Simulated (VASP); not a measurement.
Band structure of Ru$_{2}$YSi$_{2}$ (space group I4/mmm). Level of theory: LDA (Ceperley-Alder, Perdew-Zunger), VASP's LDA PAW potentials (set 64) (plane waves; VASP).

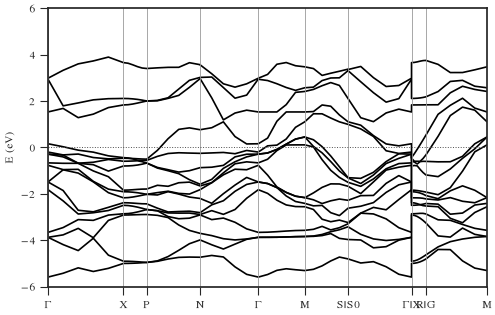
Fig. 1. Bands along high-symmetry lines, zero at the valence-band maximum or, without a gap, the Fermi level

Problem. Read the plot: is there a gap, and where are the band edges?

Solution. It has no gap at this level: it comes out as a metal or semimetal.

The structure comes from a measured Ru2YSi2 entry of the Crystallography Open Database, whose conditions weren't checked. The cell was not relaxed at this level. The electron count is odd and the run is not spin-polarised, which forces a metal.
